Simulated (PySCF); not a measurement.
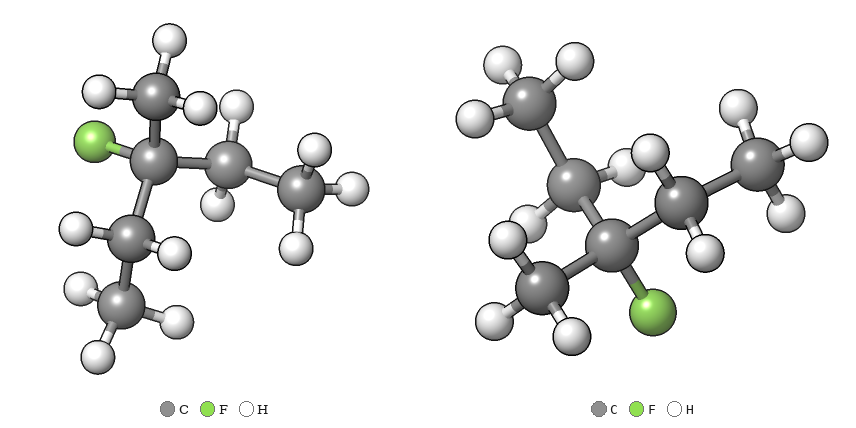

The same structure drawn twice, from different directions.

What does the picture show?

It has 20 atoms: 6 carbon, 13 hydrogen and 1 fluorine (C6H13F). Its SMILES string is `CCC(C)(F)CC`. It has no ring. Among its groups: C–F bond. Coordination: 6 C tetrahedral.

The parts below concern this one geometry. Atoms keep their numbers from picture to picture. Computed geometry: PBE0-D3(BJ)/def2-SVP optimisation. No frequency run is at hand to confirm it as a minimum.

## Bond orders

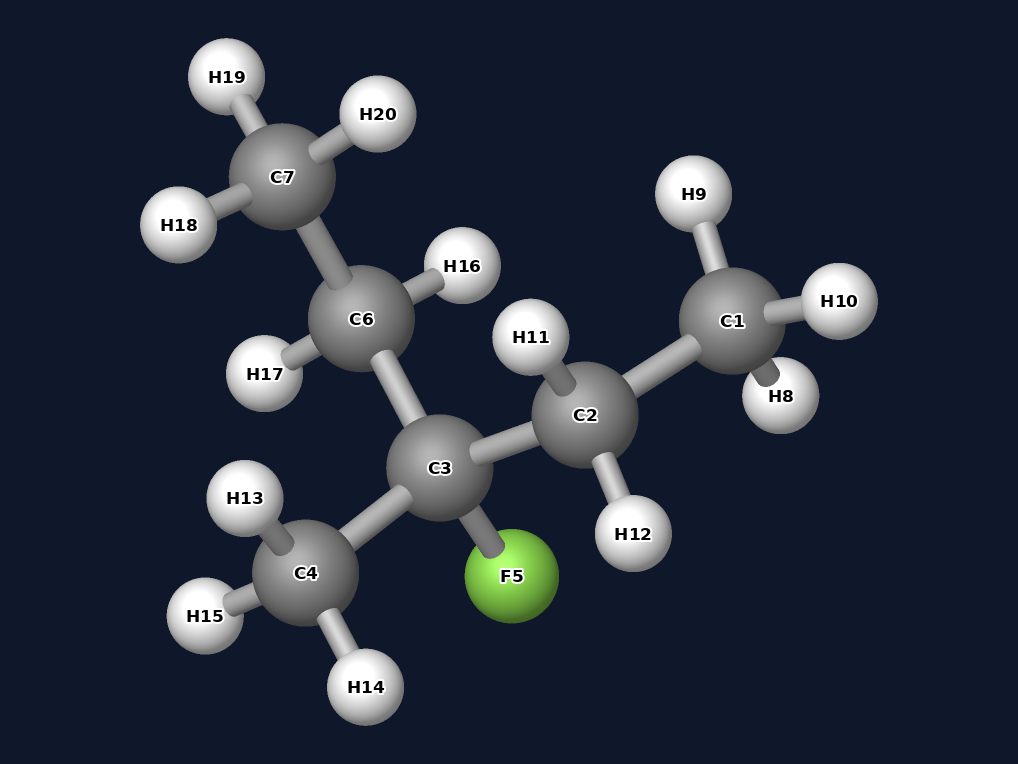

The thickness of each stick grows with its Mayer bond order. No frequency run is at hand to confirm it as a minimum. Method: PBE0/cc-pVDZ (PySCF 2.14.0).

List the Mayer bond orders of C1–C2, C2–C3, C3–C4, C3–F5, C3–C6, C6–C7 (bonds between heavy atoms, one of each equivalent set).

```csv
bond,Mayer order,length (Å)
C1–C2,1.10,1.519
C2–C3,1.02,1.527
C3–C4,1.06,1.518
C3–F5,0.97,1.400
C3–C6,1.04,1.528
C6–C7,1.08,1.520
```

## Levels of theory compared

No frequency run is at hand to confirm it as a minimum. Program: PySCF 2.14.0.

At this fixed geometry, give HOMO energy (eV), HOMO–LUMO gap (eV), dipole (D) at these levels: PBE0/aug-cc-pVDZ; PBE0/cc-pVDZ; PBE0/def2-SVP; PBE0/def2-TZVP; PBE0/pcSseg-0.

| level | HOMO energy (eV) | HOMO–LUMO gap (eV) | dipole (D) |
| --- | --- | --- | --- |
| PBE0/aug-cc-pVDZ | −8.64 | 8.55 | 1.83 |
| PBE0/cc-pVDZ | −8.48 | 10.16 | 1.66 |
| PBE0/def2-SVP | −8.57 | 10.17 | 1.73 |
| PBE0/def2-TZVP | −8.64 | 9.67 | 1.76 |
| PBE0/pcSseg-0 | −8.65 | 10.53 | 1.94 |

## NMR shielding

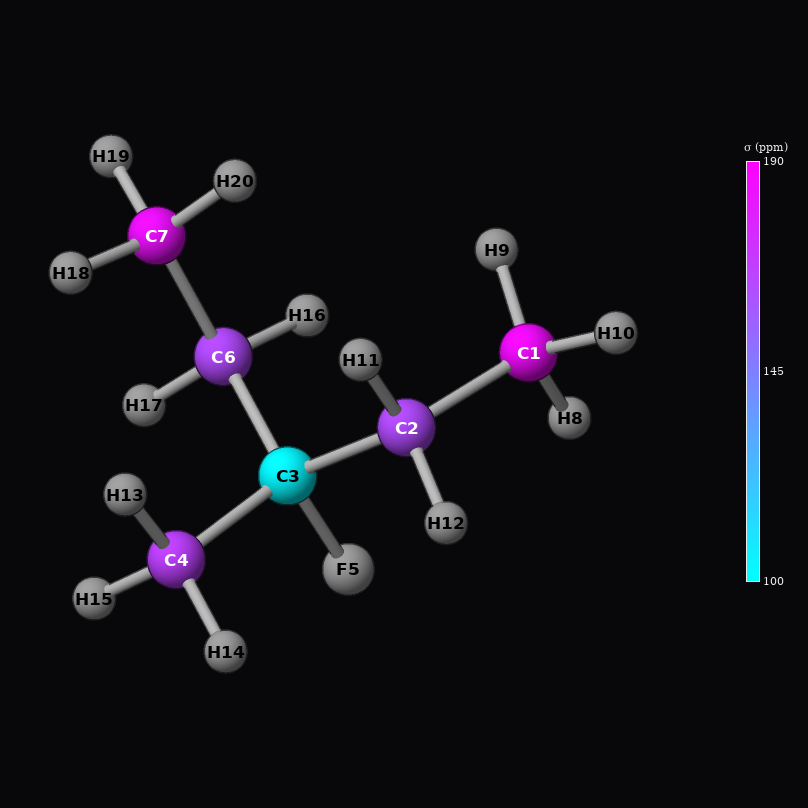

Atoms are coloured by their isotropic NMR shieldings (C only, the others grey). No frequency run is at hand to confirm it as a minimum. Method: GIAO PBE0/def2-SVP NMR shielding, non-relativistic, gas phase (PySCF 2.14.0).

Which C atom is the most shielded (lowest chemical shift)?

C1 (185.6 ppm).

Which C atom is the least shielded (highest chemical shift)?

C3 (102.6 ppm).

How wide is the range of C shifts?

83.0 ppm.

Give the isotropic NMR shieldings of the C atoms atom by atom.

| atom | σ (ppm) |
| --- | --- |
| C1 | 185.6 |
| C2 | 163.3 |
| C3 | 102.6 |
| C4 | 167.1 |
| C6 | 163.5 |
| C7 | 183.7 |

## Charges

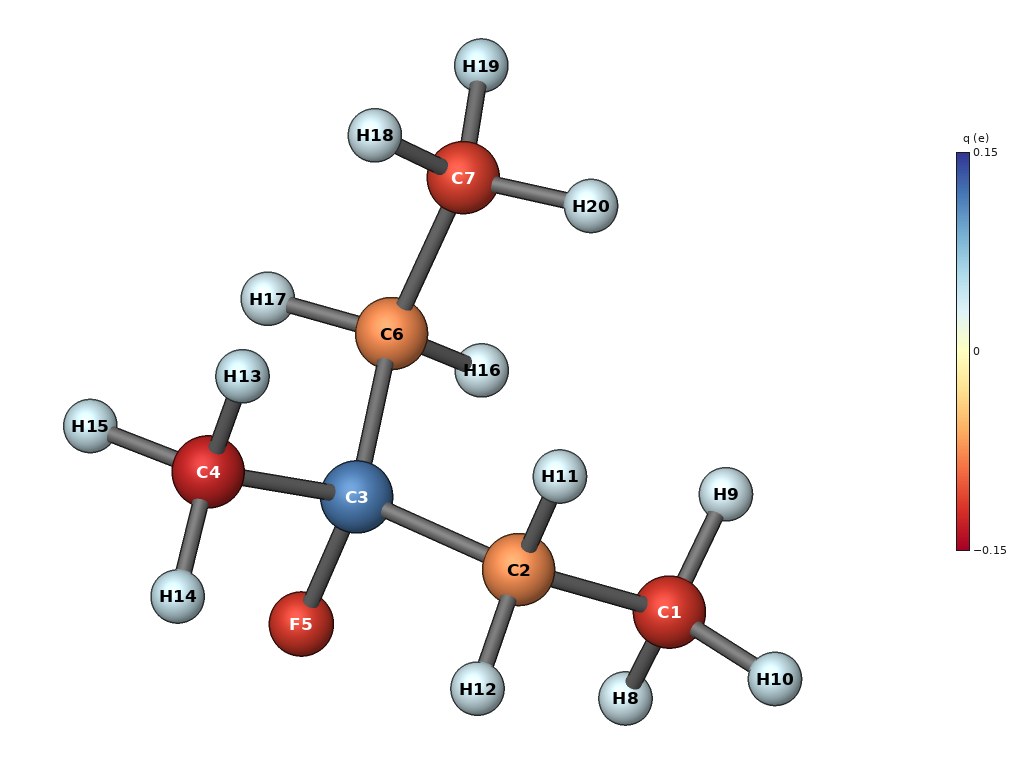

Atoms are coloured by their Hirshfeld charges. No frequency run is at hand to confirm it as a minimum. Properties computed with PBE0/def2-SVP, gas phase (PySCF 2.14.0).

Which atom carries the highest charge (most positive or least negative)?

C3 (0.11 e).

And the lowest?

C1, C4 (−0.12 e).

List the Hirshfeld charges.

```
atom  value (e)
  C1      −0.12
  C2      −0.07
  C3       0.11
  C4      −0.12
  F5      −0.11
  C6      −0.07
  C7      −0.11
  H8       0.04
  H9       0.04
 H10       0.04
 H11       0.04
 H12       0.04
 H13       0.04
 H14       0.04
 H15       0.04
 H16       0.04
 H17       0.04
 H18       0.04
 H19       0.04
 H20       0.04
```
